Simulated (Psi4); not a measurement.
Energy and gradient calculation of BNH6 (part 1 of 2)

The run: energy and gradient calculation of BNH6, multiplicity 3, SMILES [BH3-][NH3+]. Method and program: TPSSh/def2-TZVP, UKS (Psi4 1.11).

The geometry is that of the parent species in another charge or spin state. The geometry comes from this level: PBE0-D4/def2-TZVP.

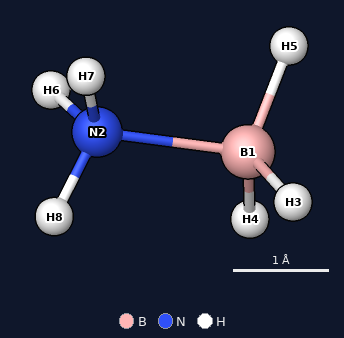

The structure (ball-and-stick view, seen at a tilt; atoms are numbered from 1 in the order of the input). Bond lengths as drawn: B–H 1.21 Å, B–N 1.64 Å and H–N 1.01 Å.

The input (calc.inp)
```
memory 1.6 GB

molecule system {
  0 3
  B     -0.191300     0.250800    -0.775400
  N      0.206500    -0.255100     0.731700
  H     -0.078200    -0.728400    -1.481000
  H     -1.332600     0.649700    -0.687200
  H      0.604400     1.126600    -1.038400
  H      0.140800     0.507000     1.398700
  H      1.156600    -0.611300     0.755300
  H     -0.414000    -0.996500     1.040500
  units angstrom
  symmetry c1
}

set basis def2-TZVP
set reference uks
set puream true
set e_convergence 1e-09
set d_convergence 1e-08
set scf_type pk
set dft_radial_points 99
set dft_spherical_points 590
set maxiter 100

energy_value, wavefunction = gradient("tpssh", return_wfn=True)
oeprop(wavefunction, "MULLIKEN_CHARGES", "LOWDIN_CHARGES", "MAYER_INDICES", title="TPSSH")
```

Launch command:
```bash
psi4 -i calc.inp -o calc.out -n 1
```

What the program printed
```
Psi4 1.11 release

gradient() will perform analytic gradient computation.

   => Loading Basis Set <=

    Name: DEF2-TZVP
    Role: ORBITAL
    Keyword: BASIS

         ---------------------------------------------------------
                                   SCF
                              UKS Reference
                        1 Threads,   1525 MiB Core
         ---------------------------------------------------------

  ==> Geometry <==

    Molecular point group: c1
    Full point group: C1

    Geometry (in Angstrom), charge = 0, multiplicity = 3:

       Center              X                  Y                   Z               Mass
    ------------   -----------------  -----------------  -----------------  -----------------
         B           -0.219090593239     0.278629458998    -0.830045068460    11.009305360000
         N            0.178709406761    -0.227270541002     0.677054931540    14.003074004430
         H           -0.105990593239    -0.700570541002    -1.535645068460     1.007825032230
         H           -1.360390593239     0.677529458998    -0.741845068460     1.007825032230
         H            0.576609406761     1.154429458998    -1.093045068460     1.007825032230
         H            0.113009406761     0.534829458998     1.344054931540     1.007825032230
         H            1.128809406761    -0.583470541002     0.700654931540     1.007825032230
         H           -0.441790593239    -0.968670541002     0.985854931540     1.007825032230

  Running in c1 symmetry.

  Rotational constants: A =      2.46006  B =      0.59897  C =      0.59896 [cm^-1]
  Rotational constants: A =  73750.85617  B =  17956.54550  C =  17956.43346 [MHz]
  Nuclear repulsion =   40.754562783001887

  Charge       = 0
  Multiplicity = 3
  Electrons    = 18
  Nalpha       = 10
  Nbeta        = 8

  ==> Algorithm <==

  SCF Algorithm Type is PK.
  DIIS enabled.
  MOM disabled.
  Fractional occupation disabled.
  Guess Type is SAD.
  Energy threshold   = 1.00e-09
  Density threshold  = 1.00e-08
  Integral threshold = 1.00e-12

  ==> Primary Basis <==

  Basis Set: DEF2-TZVP
    Blend: DEF2-TZVP
    Number of shells: 46
    Number of basis functions: 98
    Number of Cartesian functions: 108
    Spherical Harmonics?: true
    Max angular momentum: 3

  ==> DFT Potential <==

   => LibXC <=

    Version 7.1.2

   => Composite Functional: TPSSH <=

    TPSSh Hyb-GGA Exchange-Correlation Functional

    Deriv               =              1
    GGA                 =           TRUE
    Meta                =           TRUE

    Exchange Hybrid     =           TRUE
    MP2 Hybrid          =          FALSE

   => Exchange Functionals <=

    0.9000   Tao, Perdew, Staroverov & Scuseria

   => Exact (HF) Exchange <=

    0.1000               HF

   => Correlation Functionals <=

    1.0000   Tao, Perdew, Staroverov & Scuseria

   => LibXC Density Thresholds  <==

    XC_HYB_MGGA_XC_TPSSH:  1.00E-15

   => Molecular Quadrature <=

    Radial Scheme          =       TREUTLER
    Pruning Scheme         =           NONE
    Nuclear Scheme         =       TREUTLER

    Blocking Scheme        =         OCTREE
    BS radius alpha        =              1
    Pruning alpha          =              1
    Radial Points          =             99
    Spherical Points       =            590
    Total Points           =         445560
    Total Blocks           =           3220
    Max Points             =            256
    Max Functions          =             98
    Weights Tolerance      =       1.00E-15

  ==> Integral Setup <==

  Using in-core PK algorithm.
   Calculation information:
      Number of atoms:                   8
      Number of AO shells:              46
      Number of primitives:             76
      Number of atomic orbitals:       108
      Number of basis functions:        98

      Integral cutoff                 1.00e-12
      Number of threads:                 1

  Performing in-core PK
  Using 23537052 doubles for integral storage.
  We computed 581099 shell quartets total.
  Whereas there are 584821 unique shell quartets.

  ==> DiskJK: Disk-Based J/K Matrices <==

    J tasked:                  Yes
    K tasked:                  Yes
    wK tasked:                  No
    Memory [MiB]:              703
    Schwarz Cutoff:          1E-12

  Cached 14.3% of DFT collocation blocks in 0.422 [GiB].

  Minimum eigenvalue in the overlap matrix is 1.4660151117E-03.
  Reciprocal condition number of the overlap matrix is 1.8587100389E-04.
    Using symmetric orthogonalization.

  ==> Pre-Iterations <==

  SCF Guess: Superposition of Atomic Densities via on-the-fly atomic UHF (no occupation information).

   -------------------------
    Irrep   Nso     Nmo
   -------------------------
     A         98      98
   -------------------------
    Total      98      98
   -------------------------

  ==> Iterations <==

                        Total Energy        Delta E     RMS |[F,P]|

   @UKS iter SAD:   -82.67486001766157   -8.26749e+01   0.00000e+00
   @UKS iter   1:   -82.60647972582319    6.83803e-02   8.90059e-03 DIIS/ADIIS
   @UKS iter   2:   -81.95378658413958    6.52693e-01   1.37495e-02 DIIS/ADIIS
   @UKS iter   3:   -82.95809026072429   -1.00430e+00   2.45447e-03 DIIS/ADIIS
   @UKS iter   4:   -82.99239245521184   -3.43022e-02   1.17959e-03 DIIS/ADIIS
   @UKS iter   5:   -83.00103308375795   -8.64063e-03   2.20079e-04 DIIS/ADIIS
   @UKS iter   6:   -83.00137702355266   -3.43940e-04   6.42162e-05 DIIS
   @UKS iter   7:   -83.00144842099620   -7.13974e-05   3.40023e-05 DIIS
   @UKS iter   8:   -83.00146791954728   -1.94986e-05   1.79440e-05 DIIS
   @UKS iter   9:   -83.00149501364778   -2.70941e-05   3.17563e-05 DIIS
   @UKS iter  10:   -83.00148186523846    1.31484e-05   3.12803e-05 DIIS
   @UKS iter  11:   -83.00139131911126    9.05461e-05   2.34315e-05 DIIS
   @UKS iter  12:   -83.00137126203873    2.00571e-05   2.32271e-05 DIIS
   @UKS iter  13:   -83.00137045061318    8.11426e-07   2.50045e-05 DIIS
   @UKS iter  14:   -83.00137492798997   -4.47738e-06   3.85865e-06 DIIS
   @UKS iter  15:   -83.00137471279892    2.15191e-07   3.94378e-06 DIIS
   @UKS iter  16:   -83.00137482608376   -1.13285e-07   1.61653e-06 DIIS
   @UKS iter  17:   -83.00137482864625   -2.56249e-09   1.08221e-06 DIIS
   @UKS iter  18:   -83.00137483829960   -9.65335e-09   2.28068e-07 DIIS
   @UKS iter  19:   -83.00137483926287   -9.63269e-10   9.61397e-08 DIIS
   @UKS iter  20:   -83.00137483886277    4.00092e-10   2.81478e-08 DIIS
   @UKS iter  21:   -83.00137483887346   -1.06866e-11   7.40389e-09 DIIS
  Energy and wave function converged.

  ==> Post-Iterations <==

   Electrons on quadrature grid:
      Nalpha   =    9.9999993879 ; deviation = -6.121e-07
      Nbeta    =    7.9999998502 ; deviation = -1.498e-07
      Ntotal   =   17.9999992381 ; deviation = -7.619e-07

   @Spin Contamination Metric:   9.270364551E-03
   @S^2 Expected:                2.000000000E+00
   @S^2 Observed:                2.009270365E+00
   @S   Expected:                1.000000000E+00
   @S   Observed:                1.000000000E+00

    Orbital Energies [Eh]
    ---------------------

    Alpha Occupied:

       1A    -14.311914     2A     -6.744373     3A     -0.931162
       4A     -0.597518     5A     -0.537480     6A     -0.526871
       7A     -0.433395     8A     -0.421145     9A     -0.352549
      10A     -0.055928

    Alpha Virtual:

      11A      0.030869    12A      0.033171    13A      0.040999
      14A      0.069867    15A      0.096990    16A      0.103021
      17A      0.107731    18A      0.125591    19A      0.172793
      20A      0.221220    21A      0.241325    22A      0.254617
      23A      0.312926    24A      0.377478    25A      0.389450
      26A      0.410873    27A      0.417403    28A      0.450485
      29A      0.457573    30A      0.463972    31A      0.537668
      32A      0.621743    33A      0.657622    34A      0.661772
      35A      0.681615    36A      0.724318    37A      0.869644
      38A      0.885571    39A      1.037604    40A      1.047060
      41A      1.072723    42A      1.215648    43A      1.225340
      44A      1.284602    45A      1.340115    46A      1.551475
      47A      1.569556    48A      1.583428    49A      1.603907
      50A      1.608438    51A      1.665122    52A      1.674622
      53A      1.709764    54A      1.771586    55A      1.778288
      56A      1.787352    57A      1.891945    58A      1.920909
      59A      1.926039    60A      1.946781    61A      2.096178
      62A      2.098315    63A      2.176628    64A      2.261714
      65A      2.280721    66A      2.429908    67A      2.436696
      68A      2.463446    69A      2.468891    70A      2.478648
      71A      2.528317    72A      2.607669    73A      2.677817
      74A      2.685694    75A      2.742803    76A      2.950803
      77A      2.973249    78A      3.000179    79A      3.043614
      80A      3.083027    81A      3.205400    82A      3.367618
      83A      3.429393    84A      3.435566    85A      4.356698
      86A      4.398234    87A      4.525276    88A      4.531544
      89A      4.737892    90A      4.738071    91A      4.934780
      92A      4.939936    93A      4.985652    94A      5.440462
      95A      5.442203    96A      5.798571    97A     14.760470
      98A     31.728843

    Beta Occupied:

       1A    -14.306678     2A     -6.739685     3A     -0.921456
       4A     -0.548784     5A     -0.519257     6A     -0.519227
       7A     -0.393969     8A     -0.340198

    Beta Virtual:

       9A     -0.300990    10A     -0.009293    11A      0.051604
      12A      0.057391    13A      0.058697    14A      0.095712
      15A      0.124787    16A      0.126858    17A      0.135282
      18A      0.137353    19A      0.191544    20A      0.243490
      21A      0.262199    22A      0.267293    23A      0.327736
      24A      0.408593    25A      0.411939    26A      0.433009
      27A      0.435962    28A      0.468950    29A      0.477818
      30A      0.478205    31A      0.567096    32A      0.635192
      33A      0.675953    34A      0.701637    35A      0.703521
      36A      0.749426    37A      0.896224    38A      0.896848
      39A      1.061878    40A      1.064874    41A      1.085011
      42A      1.230388    43A      1.235452    44A      1.341037
      45A      1.354828    46A      1.563320    47A      1.613699
      48A      1.624948    49A      1.630778    50A      1.639920
      51A      1.712716    52A      1.719175    53A      1.730900
      54A      1.788986    55A      1.793346    56A      1.807739
      57A      1.924082    58A      1.946632    59A      1.951880
      60A      1.975619    61A      2.142738    62A      2.143772
      63A      2.191036    64A      2.292337    65A      2.300915
      66A      2.461079    67A      2.462598    68A      2.480820
      69A      2.483290    70A      2.491924    71A      2.553634
      72A      2.646453    73A      2.695058    74A      2.699747
      75A      2.778913    76A      2.987887    77A      2.995322
      78A      3.033468    79A      3.105936    80A      3.139958
      81A      3.235617    82A      3.405212    83A      3.444255
      84A      3.449565    85A      4.371215    86A      4.408904
      87A      4.540287    88A      4.544966    89A      4.748708
      90A      4.749083    91A      4.950302    92A      4.953917
      93A      4.998262    94A      5.471429    95A      5.474109
      96A      5.833121    97A     14.770815    98A     31.736164

    Final Occupation by Irrep:
              A
    DOCC [     8 ]
    SOCC [     2 ]
    NA   [    10 ]
    NB   [     8 ]

  @UKS Final Energy:   -83.00137483887346

   => Energetics <=
```
